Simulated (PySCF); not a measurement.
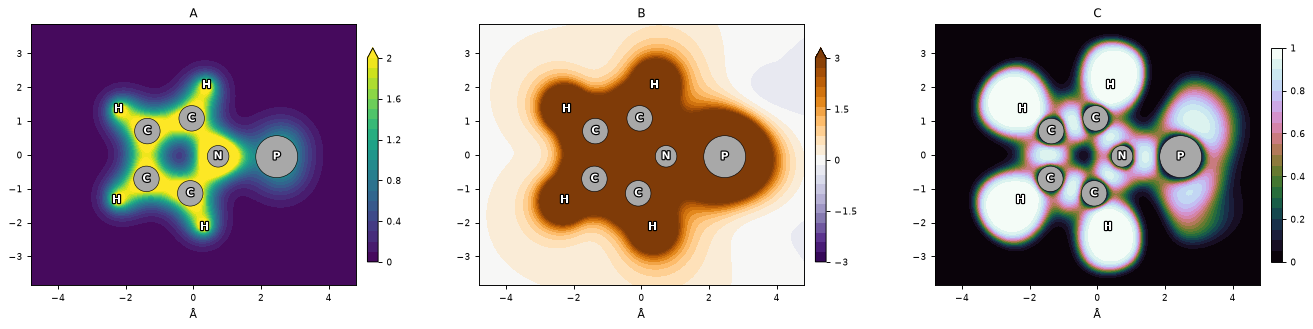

C7H9NP2: 3 fields on the plane of atoms C7, C8 and H17, with unlabelled colour scales. Grey discs cover the atomic cores.

Geometry: GFN2-xTB.

The calculation used PBE0/pcSseg-1, SCF density, gas phase, non-relativistic in PySCF.

> The panels show electron density, electron localisation function and electrostatic potential in some order. Assign them.

Panel A: electron density. Panel B: electrostatic potential (strongly positive close to the atoms and fading to about zero outside). Panel C: electron localisation function. From the grid: C–N (1.37 Å): ρ is about 2.2 e/Å³ halfway; the ELF peaks at about 0.90 between the atoms; localised, covalent bonding. P–N (1.73 Å): the density is about 1.2 e/Å³ at the midpoint; the ELF peaks at about 0.90 between the atoms: a polar covalent bond.
